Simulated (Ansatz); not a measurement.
# LiCdCl2F, from a guessed structure to a relaxed one

Starting from a made-up structure for LiCdCl2F, the aim is the relaxed cell, its shortest contacts and, where a second run follows, its electronic structure.

Method: DFT, PBE, plane-wave PAW, files of the set soft_1, scalar-relativistic, no spin, cell and ions relaxed at zero pressure; PAW set soft_1, in the first sound run; inputs show where later runs differ, in Ansatz 0.2.0.

## 1. The starting structure

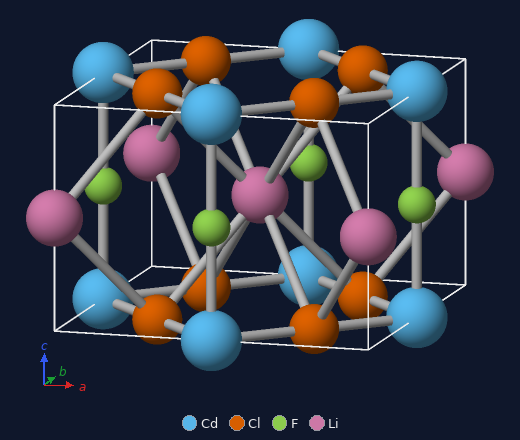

Start, viewed slightly off an axis; cadmium blue, chlorine orange, fluorine green, lithium pink. This picture shows the conventional cell, with its axes. Some periodic images of atoms are drawn too.

## 2. Relaxation of the guess

The guess takes its coordinates from another compound and its volume from a rule, so the cell and any free coordinates are relaxed together.

File input.yaml:

```yaml
crystal:
  lattice:
    - [3.1735, -3.2825, 0.0]
    - [3.1735, 3.2825, 0.0]
    - [0.0, 0.0, 4.473]
  atoms:
    - { symbol: Cd, position: [0.5, 0.5, 0.0] }
    - { symbol: Cl, position: [0.0, 0.5, 0.0] }
    - { symbol: Cl, position: [0.5, 0.0, 0.0] }
    - { symbol: F, position: [0.5, 0.5, 0.5] }
    - { symbol: Li, position: [0.0, 0.0, 0.5] }
kpoints:
  mp_grid: { grid: [6, 6, 6] }
scf:
  occupations: { method: fermi_dirac, width: 0.05 }
hamiltonian:
  xc: pbe
  pseudopotentials: { kind: paw, azcp: { folder: soft_1 } }
relax:
  f_tol: 0.015
  max_steps: 70
  cell: {}
output:
  forces: true
  stress: true
```

Started as:

```
ansatz run input.yaml --threads 4 --pin off --max-ram 8192MiB --backend cpu --events-out ev --progress --plain --runs-dir out
```

Numbers of over 12 decimals in the logs are rounded to 6 here.

Log:

```text
Engine: ansatz 0.2.0, x86_64-unknown-linux-gnu
Pseudopotentials: kind: paw
Pseudopotential: Cd, paw, valence charge 20, recommended cutoff 420 eV (normal), soft_1/Cd.paw.azcp
Pseudopotential: Cl, paw, valence charge 7, recommended cutoff 420 eV (normal), soft_1/Cl.paw.azcp
Pseudopotential: F, paw, valence charge 7, recommended cutoff 420 eV (normal), soft_1/F.paw.azcp
Pseudopotential: Li, paw, valence charge 3, recommended cutoff 420 eV (normal), soft_1/Li.paw.azcp
Functional definition: PBE
  parameter kappa = 0.804
  parameter beta = 0.066725
  exchange = pbe_x(kappa = kappa, mu = beta*pi^2/3)
  correlation = pbe_c(beta = beta)
Crystal: 5 atoms, lattice volume = 93.191 Å³
Basis set: ecut = 420 eV, 1835 PW (Γ), exchange–correlation on 64×64×60 points (8 copies of the dense FFT grid, shifted against one another)
Bands: 27, of which v1, the nominal top of the filled ones, is band 22 counted from 1 (21 counted from 0)
Symmetry: 8 space group operations
Space group: Cmmm (ITA 65), of the structure as read, at distance tolerance 4.5e-5 Å
k-points: 52 of 216
Non-local potential: Cd, projectors of the file, l = 0: 3, l = 1: 2, l = 2: 2, l = 3: 1
Non-local potential: Cl, projectors of the file, l = 0: 2, l = 1: 2, l = 2: 1
Non-local potential: F, projectors of the file, l = 0: 2, l = 1: 2, l = 2: 1
Non-local potential: Li, projectors of the file, l = 0: 3, l = 1: 2, l = 2: 1
PAW form: soft (Blöchl's): semilocal exchange-correlation on the pseudo side does not see the compensation charge
PAW one-centre angular grid: Cd, 590 points (default); XC on 64 Gauss nodes
PAW one-centre angular grid: Cl, 110 points (default); XC on 64 Gauss nodes
PAW one-centre angular grid: F, 110 points (default); XC on 64 Gauss nodes
PAW one-centre angular grid: Li, 110 points (default); XC on 96 Gauss nodes
Initial density: superposition of atomic densities (chi_scale 0.1, normalization cell, long waves kept (reshape's long-wave potential 0.02 eV rms))
Initial wavefunctions: pseudopotential atomic-orbital guess
Functional: x = pbe(κ = 0.804, μ = 0.219515), c = pbe(β = 0.066725)
SCF iter   1: F=—  HF=-11435.213606 eV  |F-HF|=—  |Δ(HF+E_count)|=         —  Δρ=1.56e-1  dr2=2.12e1  ethr=3.10e-3  ⟨swp⟩=7.5  Hψ=7199  notcnv=0
preconditioner: auto → Resta (q_TF=auto, 2.408 Å⁻¹)  ε∞=3.5  [insulator: Δε(μ)=0.608 eV  Ē_g=14.108 eV  σ=0.050 eV  W_gap=0.89  n_scr=22 (ndim 8)  ℏωp=22.4 eV  f_vac=0.015  D(μ)=0.18/eV (n_scr^D=0)  ε∞_Penn≈3.5]
SCF iter   2: F=—  HF=-11430.167428 eV  |F-HF|=—  |Δ(HF+E_count)|=    5.05e0  Δρ=7.34e-2  dr2=3.04e0  ethr=3.10e-3  ⟨swp⟩=4.0  Hψ=4011  notcnv=0  defer=46
SCF iter   3: F=—  HF=-11429.426079 eV  |F-HF|=—  |Δ(HF+E_count)|=   7.41e-1  Δρ=1.65e-2  dr2=3.59e-1  ethr=3.10e-3  ⟨swp⟩=2.2  Hψ=2917  notcnv=0  defer=49
SCF iter   4: F=—  HF=-11429.342312 eV  |F-HF|=—  |Δ(HF+E_count)|=   8.38e-2  Δρ=5.15e-3  dr2=4.78e-2  ethr=8.16e-4  ⟨swp⟩=3.0  Hψ=2700  notcnv=0  defer=51
SCF iter   5: F=—  HF=-11429.339983 eV  |F-HF|=—  |Δ(HF+E_count)|=   2.33e-3  Δρ=1.62e-3  dr2=3.35e-3  ethr=1.09e-4  ⟨swp⟩=2.4  Hψ=2339  notcnv=0  defer=51
SCF iter   6: F=—  HF=-11429.340955 eV  |F-HF|=—  |Δ(HF+E_count)|=   9.72e-4  Δρ=4.54e-4  dr2=2.24e-4  ethr=7.61e-6  ⟨swp⟩=2.0  Hψ=2859  notcnv=0  defer=50
SCF iter   7: F=—  HF=-11429.341040 eV  |F-HF|=—  |Δ(HF+E_count)|=   8.52e-5  Δρ=1.36e-4  dr2=1.81e-5  ethr=5.09e-7  ⟨swp⟩=2.0  Hψ=2195  notcnv=0  defer=50
SCF iter   8: F=—  HF=-11429.340866 eV  |F-HF|=—  |Δ(HF+E_count)|=   1.74e-4  Δρ=2.60e-5  dr2=6.63e-7  ethr=4.11e-8  ⟨swp⟩=2.1  Hψ=2235  notcnv=0  defer=50
SCF iter   9: F=-11429.340866 eV  HF=-11429.340866 eV  |F-HF|=2.71e-8  |Δ(HF+E_count)|=   6.20e-7  Δρ=5.55e-6  dr2=2.98e-8  ethr=2.27e-10  ⟨swp⟩=5.2  Hψ=5511  notcnv=0
SCF 1 converged in 9 iterations: F = -11429.340866 eV  dr2 = 2.98e-8
  greatest PAW one-centre occupation: 1.000 electrons in one spin orbital (limit 2), on the Cd atom at site 0 (counted from 0), in its partial waves of l = 1
relax step   1: F+E_penalty+E_count = -11429.34086623 eV  Δ(F+E_penalty+E_count) = +0.000e0 eV  max|allowed force component| = 3.787e-29 eV/Å  Δτ_max = 0.0000 Å  P = +18.432 GPa  Ω = 93.191 Å³  (9 SCF iters, dr2 threshold 1.00e-7 eV, accepted)
Crystal: 5 atoms, lattice volume = 102.851 Å³
Basis set: ecut = 420 eV, 1987 PW (Γ), exchange–correlation on 64×64×60 points (8 copies of the dense FFT grid, shifted against one another)
Initial density: handed on by an earlier stage of this run
Initial wavefunctions: those handed on with the density
iter 1 solved again at ethr=1.88e-4 eV; its pass at ethr=3.10e-3 eV (dr2=8.29e-2 eV) is discarded
SCF iter   1: F=—  HF=-11430.442160 eV  |F-HF|=—  |Δ(HF+E_count)|=         —  Δρ=7.55e-3  dr2=8.25e-2  ethr=1.88e-4  ⟨swp⟩=1.1  Hψ=8507  notcnv=0
preconditioner: auto → Resta (q_TF=auto, 2.368 Å⁻¹)  ε∞=4.0  [insulator: Δε(μ)=2.159 eV  Ē_g=12.415 eV  σ=0.050 eV  W_gap=1.00  n_scr=26 (ndim 8)  ℏωp=21.3 eV  f_vac=0.208  D(μ)=0.00/eV (n_scr^D=0)  ε∞_Penn≈4.0]
SCF iter   2: F=—  HF=-11430.417800 eV  |F-HF|=—  |Δ(HF+E_count)|=   2.44e-2  Δρ=4.13e-3  dr2=1.35e-2  ethr=1.87e-4  ⟨swp⟩=2.2  Hψ=2427  notcnv=0
SCF iter   3: F=—  HF=-11430.413948 eV  |F-HF|=—  |Δ(HF+E_count)|=   3.85e-3  Δρ=1.63e-3  dr2=4.25e-3  ethr=3.08e-5  ⟨swp⟩=2.0  Hψ=2646  notcnv=0  defer=2
SCF iter   4: F=—  HF=-11430.412555 eV  |F-HF|=—  |Δ(HF+E_count)|=   1.39e-3  Δρ=5.38e-4  dr2=3.22e-4  ethr=9.65e-6  ⟨swp⟩=2.6  Hψ=2282  notcnv=0  defer=2
SCF iter   5: F=—  HF=-11430.412569 eV  |F-HF|=—  |Δ(HF+E_count)|=   1.33e-5  Δρ=1.97e-4  dr2=4.04e-5  ethr=7.31e-7  ⟨swp⟩=2.0  Hψ=2223  notcnv=0  defer=2
SCF iter   6: F=—  HF=-11430.412592 eV  |F-HF|=—  |Δ(HF+E_count)|=   2.30e-5  Δρ=4.72e-5  dr2=2.68e-6  ethr=9.18e-8  ⟨swp⟩=2.7  Hψ=2464  notcnv=0  defer=4
SCF iter   7: F=-11430.412594 eV  HF=-11430.412594 eV  |F-HF|=3.59e-7  |Δ(HF+E_count)|=   2.49e-6  Δρ=1.33e-5  dr2=2.62e-7  ethr=1.14e-9  ⟨swp⟩=5.0  Hψ=5226  notcnv=0
SCF 2 converged in 7 iterations: F = -11430.412594 eV  dr2 = 2.62e-7
  greatest PAW one-centre occupation: 1.000 electrons in one spin orbital (limit 2), on the Cd atom at site 0 (counted from 0), in its partial waves of l = 0
relax step   2: F+E_penalty+E_count = -11430.41259442 eV  Δ(F+E_penalty+E_count) = -1.072e0 eV  max|allowed force component| = 2.924e-28 eV/Å  Δτ_max = 0.0000 Å  P = +8.120 GPa  Ω = 102.851 Å³  energy of the carried Pulay correction = -5.457e-3 eV  (7 SCF iters, dr2 threshold 5.00e-7 eV, accepted)
Crystal: 5 atoms, lattice volume = 110.422 Å³
Basis set: ecut = 420 eV, 2143 PW (Γ), exchange–correlation on 64×64×60 points (8 copies of the dense FFT grid, shifted against one another)
[...]
SCF iter   3: F=—  HF=-11430.880430 eV  |F-HF|=—  |Δ(HF+E_count)|=   2.00e-3  Δρ=1.26e-3  dr2=2.37e-3  ethr=1.72e-5  ⟨swp⟩=2.0  Hψ=2611  notcnv=0
SCF iter   4: F=—  HF=-11430.879808 eV  |F-HF|=—  |Δ(HF+E_count)|=   6.22e-4  Δρ=3.80e-4  dr2=1.96e-4  ethr=5.38e-6  ⟨swp⟩=2.7  Hψ=2307  notcnv=0  defer=1
SCF iter   5: F=—  HF=-11430.880239 eV  |F-HF|=—  |Δ(HF+E_count)|=   4.31e-4  Δρ=1.45e-4  dr2=2.56e-5  ethr=4.45e-7  ⟨swp⟩=2.0  Hψ=2217  notcnv=0  defer=3
SCF iter   6: F=—  HF=-11430.880254 eV  |F-HF|=—  |Δ(HF+E_count)|=   1.55e-5  Δρ=2.90e-5  dr2=1.13e-6  ethr=5.82e-8  ⟨swp⟩=3.0  Hψ=2712  notcnv=0  defer=4
SCF iter   7: F=-11430.880256 eV  HF=-11430.880255 eV  |F-HF|=1.04e-7  |Δ(HF+E_count)|=   1.17e-6  Δρ=7.02e-6  dr2=1.11e-7  ethr=1.14e-9  ⟨swp⟩=4.8  Hψ=4929  notcnv=0
SCF 3 converged in 7 iterations: F = -11430.880256 eV  dr2 = 1.11e-7
relax step   3: F+E_penalty+E_count = -11430.88025553 eV  Δ(F+E_penalty+E_count) = -4.677e-1 eV  max|allowed force component| = 3.826e-29 eV/Å  Δτ_max = 0.0000 Å  P = +2.711 GPa  Ω = 110.422 Å³  energy of the carried Pulay correction = -9.483e-3 eV  (7 SCF iters, dr2 threshold 5.00e-7 eV, accepted)
[... from here on, the SCF cycles and remarks between the steps are left out ...]
relax step   4: F+E_penalty+E_count = -11431.01082184 eV  Δ(F+E_penalty+E_count) = -1.306e-1 eV  max|allowed force component| = 3.802e-29 eV/Å  Δτ_max = 0.0000 Å  P = +0.772 GPa  Ω = 113.833 Å³  energy of the carried Pulay correction = -1.134e-2 eV  (7 SCF iters, dr2 threshold 5.00e-7 eV, accepted)
relax step   5: F+E_penalty+E_count = -11431.01708000 eV  Δ(F+E_penalty+E_count) = -6.258e-3 eV  max|allowed force component| = 3.783e-29 eV/Å  Δτ_max = 0.0000 Å  P = -0.180 GPa  Ω = 115.968 Å³  energy of the carried Pulay correction = -1.239e-2 eV  (6 SCF iters, dr2 threshold 5.00e-7 eV, accepted)
relax step   6: F+E_penalty+E_count = -11431.01751601 eV  Δ(F+E_penalty+E_count) = -4.360e-4 eV  max|allowed force component| = 7.967e-29 eV/Å  Δτ_max = 0.0000 Å  P = +0.035 GPa  Ω = 115.468 Å³  energy of the carried Pulay correction = -1.216e-2 eV  (6 SCF iters, dr2 threshold 9.51e-8 eV, accepted)
relax step   7: F+E_penalty+E_count = -11431.01751219 eV  Δ(F+E_penalty+E_count) = +3.821e-6 eV  max|allowed force component| = 1.010e-29 eV/Å  Δτ_max = 0.0000 Å  P = +0.000 GPa  Ω = 115.548 Å³  energy of the carried Pulay correction = -1.220e-2 eV  (5 SCF iters, dr2 threshold 2.11e-8 eV, accepted)
relax step   8: F+E_penalty+E_count = -11431.10133204 eV  Δ(F+E_penalty+E_count) = -8.382e-2 eV  max|allowed force component| = 4.059e-29 eV/Å  Δτ_max = 0.0000 Å  P = +0.960 GPa  Ω = 115.548 Å³  stress off target by 1.46e0 GPa  SCF on the basis re-selected at this cell (its energy is not comparable with the rows above)  (9 SCF iters)
relax step   9: F+E_penalty+E_count = -11431.11245185 eV  Δ(F+E_penalty+E_count) = -1.112e-2 eV  max|allowed force component| = 2.954e-28 eV/Å  Δτ_max = 0.0000 Å  P = +0.234 GPa  Ω = 117.767 Å³  energy of the carried Pulay correction = -1.175e-3 eV  (6 SCF iters, dr2 threshold 5.00e-7 eV, accepted)
relax step  10: F+E_penalty+E_count = -11431.11283881 eV  Δ(F+E_penalty+E_count) = -3.870e-4 eV  max|allowed force component| = 1.996e-29 eV/Å  Δτ_max = 0.0000 Å  P = -0.016 GPa  Ω = 118.591 Å³  energy of the carried Pulay correction = -1.658e-3 eV  (6 SCF iters, dr2 threshold 3.70e-7 eV, accepted)
relax step  11: F+E_penalty+E_count = -11431.11293380 eV  Δ(F+E_penalty+E_count) = -9.499e-5 eV  max|allowed force component| = 3.779e-29 eV/Å  Δτ_max = 0.0000 Å  P = -0.000 GPa  Ω = 118.543 Å³  energy of the carried Pulay correction = -1.631e-3 eV  (6 SCF iters, dr2 threshold 9.35e-9 eV, accepted)
iter 1 solved again at ethr=4.32e-7 eV; its pass at ethr=3.10e-3 eV (dr2=1.90e-4 eV) is discarded
SCF iter   1: F=—  HF=-11431.114509 eV  |F-HF|=—  |Δ(HF+E_count)|=         —  Δρ=1.37e-4  dr2=2.76e-6  ethr=4.32e-7  ⟨swp⟩=3.4  Hψ=10351  notcnv=0
preconditioner: auto → Resta (q_TF=auto, 2.313 Å⁻¹)  ε∞=3.8  [insulator: Δε(μ)=2.495 eV  Ē_g=11.980 eV  σ=0.050 eV  W_gap=1.00  n_scr=26 (ndim 8)  ℏωp=19.9 eV  f_vac=0.224  D(μ)=0.00/eV (n_scr^D=0)  ε∞_Penn≈3.8]
SCF iter   2: F=—  HF=-11431.114641 eV  |F-HF|=—  |Δ(HF+E_count)|=   1.32e-4  Δρ=6.24e-5  dr2=1.11e-6  ethr=6.27e-9  ⟨swp⟩=2.0  Hψ=2394  notcnv=0
SCF iter   3: F=—  HF=-11431.114699 eV  |F-HF|=—  |Δ(HF+E_count)|=   5.83e-5  Δρ=3.17e-5  dr2=1.33e-7  ethr=2.52e-9  ⟨swp⟩=2.0  Hψ=2067  notcnv=0
SCF iter   4: F=—  HF=-11431.114716 eV  |F-HF|=—  |Δ(HF+E_count)|=   1.67e-5  Δρ=1.94e-6  dr2=2.06e-9  ethr=3.03e-10  ⟨swp⟩=2.0  Hψ=2233  notcnv=0
SCF iter   5: F=—  HF=-11431.114716 eV  |F-HF|=—  |Δ(HF+E_count)|=   1.14e-9  Δρ=6.73e-7  dr2=3.74e-10  ethr=4.69e-12  ⟨swp⟩=2.0  Hψ=2480  notcnv=0
SCF iter   6: F=—  HF=-11431.114716 eV  |F-HF|=—  |Δ(HF+E_count)|=   2.17e-9  Δρ=2.07e-7  dr2=6.16e-11  ethr=1.00e-12  ⟨swp⟩=2.1  Hψ=2224  notcnv=0
SCF iter   7: F=-11431.114716 eV  HF=-11431.114716 eV  |F-HF|=3.64e-12  |Δ(HF+E_count)|=  4.18e-11  Δρ=1.22e-7  dr2=1.29e-11  ethr=1.00e-12  ⟨swp⟩=4.2  Hψ=4601  notcnv=0
SCF 12 converged in 7 iterations: F = -11431.114716 eV  dr2 = 1.29e-11
relax step  12: F+E_penalty+E_count = -11431.11471581 eV  Δ(F+E_penalty+E_count) = -1.782e-3 eV  max|allowed force component| = 1.018e-29 eV/Å  Δτ_max = 0.0000 Å  P = +0.007 GPa  Ω = 118.543 Å³  stress off target by 1.84e-2 GPa  SCF on the basis re-selected at this cell (its energy is not comparable with the rows above)  (7 SCF iters)
basis re-selected at this cell: Δ(F+E_penalty+E_count) = -1.782e-3 eV, ΔP = +0.007 GPa vs the last step (what re-selecting the basis moved, of the pressure what is left beyond the Pulay correction that the steps carried, after the strain that the cell walked since its last selection, with what the two solves' SCF thresholds leave and, on support functions, any second-order correction that the steps lacked; it is no m [...]
SCF converged after 7 iterations
Free energy (F): -11431.114716 eV
Harris-Foulkes:  -11431.114716 eV  (|F-HF|=3.64e-12)
Internal energy: -11431.114716 eV  (E = F + TS)
E sigma→0 (E₀):  -11431.114716 eV
Fermi energy:    3.302372 eV
--- Per-component energies (eV) ---
  E_band       = -756.767525
  E_kinetic    = 957.290974
  E_local      = -6565.103687  (includes V_loc(G=0)·N_el)
  E_nonlocal   = 252.430193
  E_hartree    = 2896.376804
  E_xc         = -456.352137
  E_vxc        = -537.825764  (∫ρ·V_xc dr)
  E_paw        = -5648.440321  (= ΣΔE_a)
  E_vpaw       = -656.314425  (= ΣTr[D̂ρ^β])
  E_aug_tail   = 0.001477  (compensation charges beyond the density's cutoff)
  E_ewald      = -2867.318020
  E_smearing   = -0.000000  (= −TS)
  E_closure    = -0.000000  (closes the sum)
  Σ components = -11431.114716   (vs F -11431.114716, Δ=0.00e0)
--- Forces (eV/Å), atoms counted from 1 ---
  atom   1  Cd     0.00000000     0.00000000     0.00000000
  atom   2  Cl     0.00000000     0.00000000     0.00000000
  atom   3  Cl     0.00000000    -0.00000000     0.00000000
  atom   4  F     -0.00000000     0.00000000     0.00000000
  atom   5  Li     0.00000000     0.00000000     0.00000000
  max |Σ_I F_I| component: 1.22e-29 eV/Å
--- Stress (GPa, compression-positive) ---
        0.018389       0.000000       0.000000
        0.000000       0.011769       0.000000
        0.000000       0.000000      -0.009750
  P = ⅓ Tr σ = 0.0068 GPa (0.068 kbar)
--- Relaxed structure (10 steps of the walk, 10 accepted, 2 SCFs on fresh bases) ---
  F+E_penalty+E_count = -11431.11471581 eV   max|allowed force component| = 1.018e-29 eV/Å   (the final SCF, on the basis selected at the relaxed cell)
  cell:  # Å, volume = 118.5433 Å³
    - [3.712636, -3.713652, 0.0]
    - [3.712636, 3.713652, 0.0]
    - [0.0, 0.0, 4.298961]
  atoms:
    - { symbol: Cd, position: [0.5, 0.5, 0.0] }
    - { symbol: Cl, position: [0.0, 0.5, 0.0] }
    - { symbol: Cl, position: [0.5, 0.0, 0.0] }
    - { symbol: F, position: [0.5, 0.5, 0.5] }
    - { symbol: Li, position: [0, 0, 0.5] }
```

The job ended after 27 s (4 threads of Intel Xeon Platinum 8488C (Sapphire Rapids), shared host; peak memory 0.63 GiB).

Relaxation path:

```csv
step,energy less that of the first step (eV),largest force component (eV/Å),pressure (GPa),volume (Å³)
1,0.0000,0.0000,18.43,93.19
2,-1.0717,0.0000,8.12,102.85
3,-1.5394,0.0000,2.71,110.42
4,-1.6700,0.0000,0.77,113.83
5,-1.6762,0.0000,-0.18,115.97
6,-1.6766,0.0000,0.03,115.47
7,-1.6766,0.0000,0.00,115.55
8*,-1.7605,0.0000,0.96,115.55
9,-1.7716,0.0000,0.23,117.77
10,-1.7720,0.0000,-0.02,118.59
11,-1.7721,0.0000,0.00,118.54
12*,-1.7738,0.0000,0.01,118.54
```

Relaxation steps marked * repeat the geometry before them on a plane-wave basis chosen anew for their cell, so energy and pressure can jump there.

The run keeps the 8 symmetry operations that it works with, so distortions that break them were not tested.

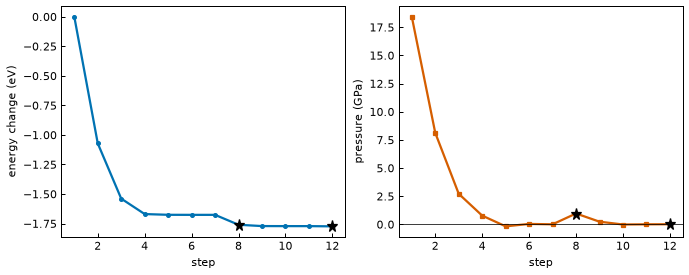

Energy and pressure along the relaxation. Stars mark steps on a basis chosen anew.

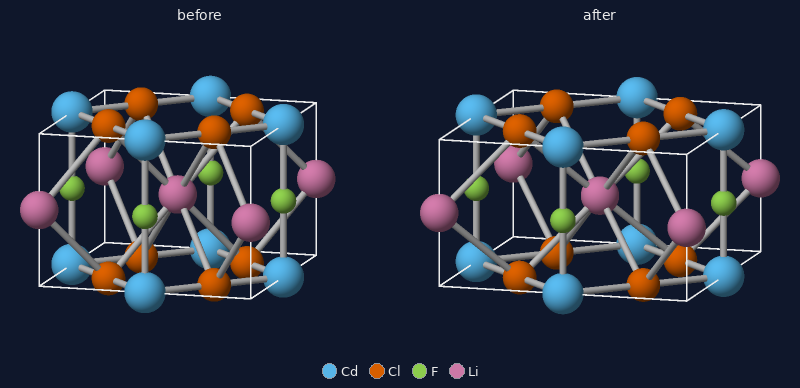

Before and after, at one scale.

```csv
cell as run,before,after,change
a (Å),4.566,5.251,+15.0 %
b (Å),4.566,5.251,+15.0 %
c (Å),4.473,4.299,-3.9 %
γ (°),91.93,90.02,-2.1 %
volume (Å³/atom),18.64,23.71,+27.2 %
```

The relaxed structure:

```xyz
5
Lattice="3.7126 -3.7137 0.0000 3.7126 3.7137 0.0000 0.0000 0.0000 4.2990" Properties=species:S:1:pos:R:3 pbc="T T T"
Cd    3.7126    0.0000    0.0000
Cl    1.8563    1.8568    0.0000
Cl    1.8563   -1.8568    0.0000
F     3.7126    0.0000    2.1495
Li    0.0000    0.0000    2.1495
```

Numbers from this step:

```yaml
free_energy: -11431.1147 eV
fermi_energy: 3.302 eV
gap_by_band_count: 2.495 eV
electrons: 44
symmetry_operations: 8
pressure: 0.006803 GPa
```

The shortest distance of each pair, which need not be the same contact before and after:

```csv
pair,guess (Å),relaxed (Å)
Cd–F,2.236,2.149
Cd–Cl,2.283,2.626
Cl–F,3.196,3.393
Cl–Li,3.196,3.393
Cl–Cl,3.174,3.713
```

The relaxation ends with a pressure of 0.01 GPa.

(Part 1 of 2 ends here.)

[Logs are printed without paths, hosts, clocks, repeated set-up lines and the standing remarks that a program may print on its own settings, such as how far it seeks lower states.]

[Hosts, paths, dates, database ids (printed as entryN), source tags and the programs' standing remarks are cut or masked in the printed files.]
